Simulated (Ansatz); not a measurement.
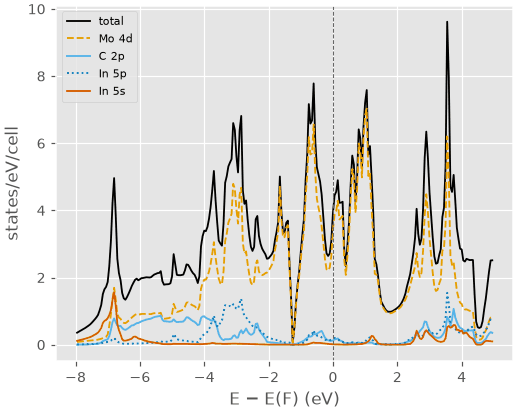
*Total and projected density of states of InMo₃C (anti-perovskite, Pm-3m), plane-wave PAW PBEsol (Ansatz code)*

Q: Which orbitals carry the states next to the Fermi level?

A: Within 0.5 eV of the Fermi level: Mo 4d 85 %. Projections are on Löwdin-orthogonalised atomic valence shells; empty p or d shells of many metals are not among them.

Q: Where is the tallest occupied peak in this window, and what makes it?

A: Near -0.6 eV, about 7.8 states/eV per cell; the largest projected share is Mo 4d.

The start of the workflow was typed in or built on a structure type; neither database checked (COD, Materials Project) lists it. Its standing as an ambient phase is unchecked. The cell was relaxed with PBEsol under the symmetry of its start; its stability against distortions is not shown here. No spin polarisation was allowed. Spin–orbit coupling is left out wherever it is not named.

Potentials: the earlier of the program's two PAW sets. The files were generated under PBE; for other functionals the program regenerates the frozen cores, and for LDA and PBEsol the local potential too.
